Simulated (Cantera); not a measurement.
Feed: 1 mol PbO, 0.55 mol CH4, 2.6 mol H2, at 101000 Pa.

Method: chemical equilibrium by Gibbs-energy minimisation in Cantera with the NASA 1993 tables (ideal gas, pure condensed phases). Candidate condensed phases: C, C6H6, C7H8, C8H18, H2O, Pb, PbO, PbO2, Pb3O4; 113 gas species. Gases not in the tables: (PbO)n polymers. Equilibrium is a limit: real reactors are often held back by kinetics, nucleation or transport.

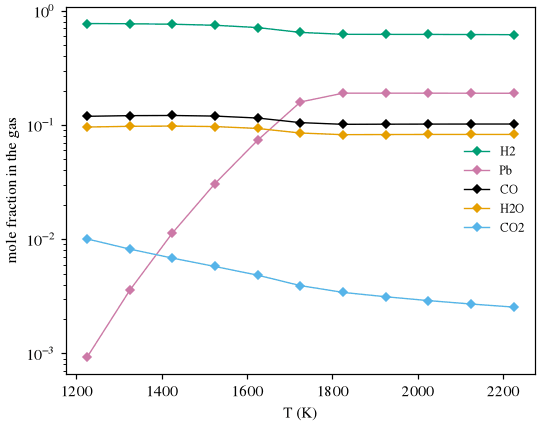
Fig. 1. Equilibrium gas composition (values under 1e-9 drawn at 1e-9)

From 1225 K to 1725 K the condensed part is Pb(l). From 1825 K to 2225 K nothing is condensed.
